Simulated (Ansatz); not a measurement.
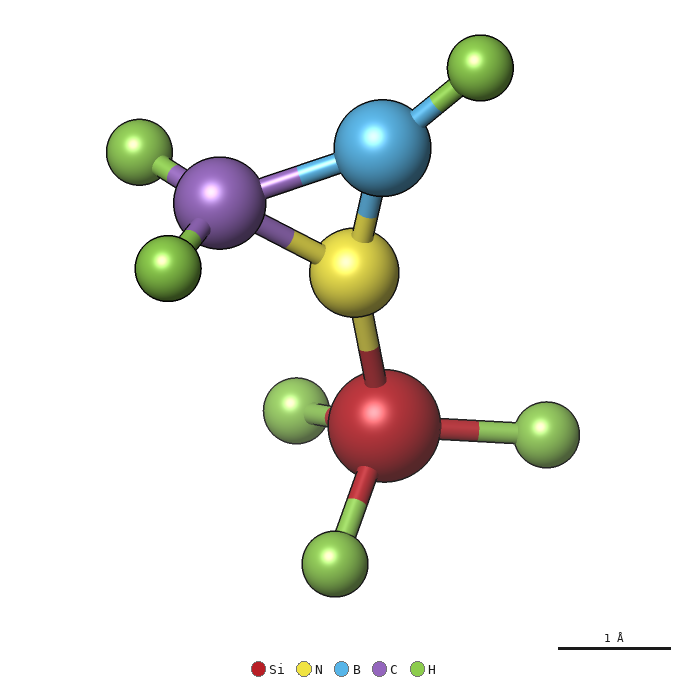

A ball-and-stick model of a molecule.

The computed structure is the end point of a PBE0-D4/def2-TZVP optimisation.

Description:

The molecule is CH₆BNSi. SMILES: `[SiH3]N1BC1`. Independent rings (smallest set): 1 of 3 members. Among its groups: Si–H bond, Si–N bond, B–H bond. This geometry has Cs symmetry. Coordination, clear cases only: 1 Si tetrahedral; 1 N T-shaped.

The parts below concern this one geometry. Atoms keep their numbers from picture to picture.

### Vibrations

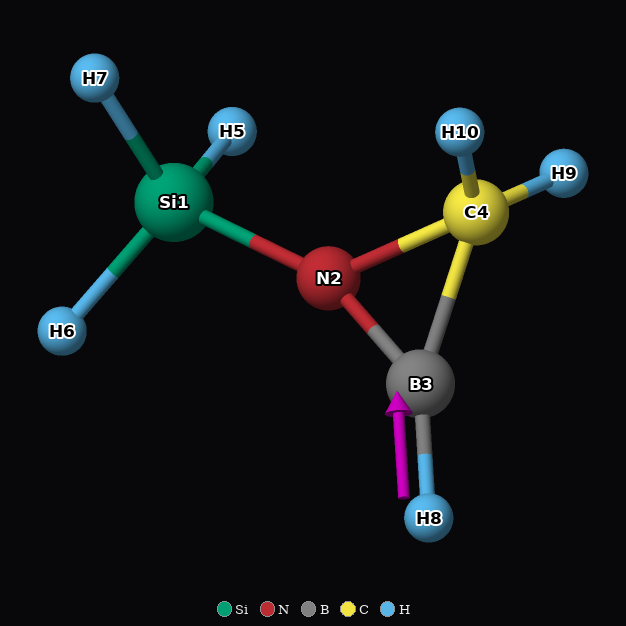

The arrows show one normal mode. Harmonic vibrations computed with RKS PBE0-D4/def2-TZVP (Ansatz 0.2.0) at a stationary point of the same level.

> Describe the motion.

Mostly B–H stretching.

> At what wavenumber does it lie?

2748 cm⁻¹; it is mode 22 of 24 counted from the lowest.

### Electronic properties

Properties computed with RKS r2SCAN0-D4/def2-TZVPP (Ansatz 0.2.0).

> Estimate the dispersion correction.

−5.1 kJ/mol.

> What is the HOMO energy (Kohn–Sham orbital)?

−7.97 eV.

> What is the HOMO–LUMO gap?

7.94 eV.

### Charges

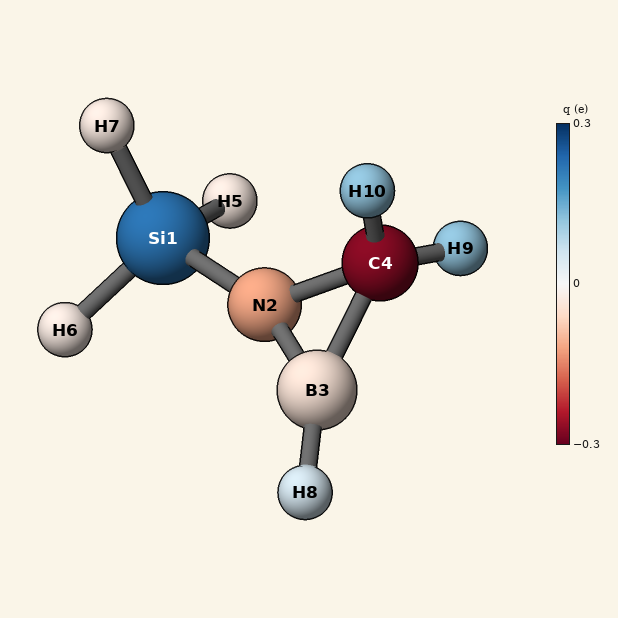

Atoms are coloured by their Mulliken charges. Level of theory: RKS PBE0-D4/def2-TZVP (Ansatz 0.2.0).

List the Mulliken charges.

```json
{"atom": "Si1", "value (e)": "0.22"}
{"atom": "N2", "value (e)": "−0.12"}
{"atom": "B3", "value (e)": "−0.04"}
{"atom": "C4", "value (e)": "−0.27"}
{"atom": "H5", "value (e)": "−0.03"}
{"atom": "H6", "value (e)": "−0.02"}
{"atom": "H7", "value (e)": "−0.03"}
{"atom": "H8", "value (e)": "0.05"}
{"atom": "H9", "value (e)": "0.12"}
{"atom": "H10", "value (e)": "0.12"}
```

Mulliken values depend strongly on the basis set and can even reverse the polarity of a bond.
